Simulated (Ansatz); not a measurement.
CH$_{4}$BFO

The calculation's input:

```
crystal:
  periodic: [false, false, false]
  atoms:
    - { symbol: B, position_ang: [0.0, 0.0, 0.0] }
    - { symbol: C, position_ang: [0.0, 0.0, 1.6] }
    - { symbol: H, position_ang: [-0.9996, -0.3092, 1.9705] }
    - { symbol: H, position_ang: [0.7676, -0.7111, 1.9705] }
    - { symbol: H, position_ang: [0.232, 1.0203, 1.9705] }
    - { symbol: O, position_ang: [1.2211, 0.0, -0.705] }
    - { symbol: H, position_ang: [1.5209, -0.9519, -0.8599] }
    - { symbol: F, position_ang: [-1.1431, 0.0, -0.66] }
basis:
  gaussian: { orbitals: def2-SVP }
hamiltonian:
  xc: pbe0
  dispersion: d4
relax:
  f_tol: 0.02
  max_steps: 40
output:
  orbitals: {}
```

Command:

```sh
ansatz run input.yaml --threads 1 --pin off --max-ram 2048MiB --backend cpu --events-out ev --progress --plain --runs-dir out
```

The fields are those of the relaxed geometry.

The calculation used RKS PBE0-D4/def2-SVP (Ansatz).

**What will maps of the electron density and electron localisation function show?**

B–F (1.34 Å): ρ at the midpoint is about 2.1 e/Å³; the ELF peaks at about 0.90 between the atoms: a shared but strongly polarised pair.
B–O (1.35 Å): the density is about 2.2 e/Å³ at the midpoint; the ELF peaks at about 0.90 between the atoms; a shared but strongly polarised pair.
C–B (1.56 Å): ρ is about 1.4 e/Å³ halfway; the ELF peaks at about 1 between the atoms, as expected for localised, covalent bonding.
O–H (0.96 Å): the density is about 3.7 e/Å³ at the midpoint; the ELF climbs to about 1 towards the hydrogen, as it does in any bond to H: an ordinary covalent bond to hydrogen.

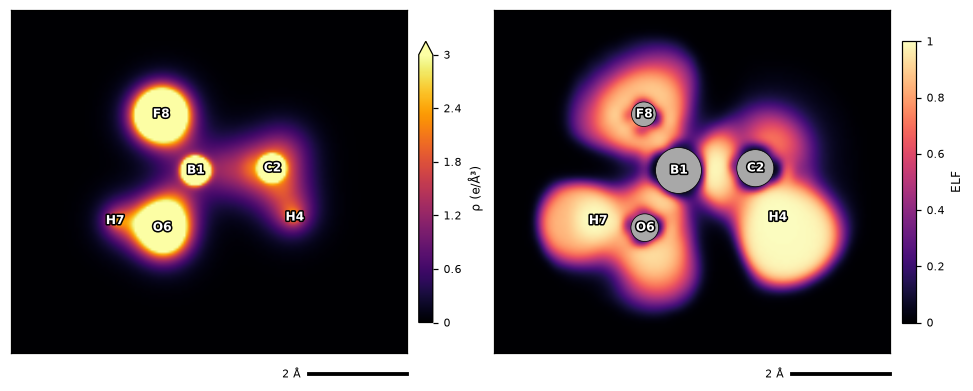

Computed electron density and electron localisation function on the plane of atoms C2, B1 and F8, in this order. Grey discs cover the atomic cores in the ELF map. 
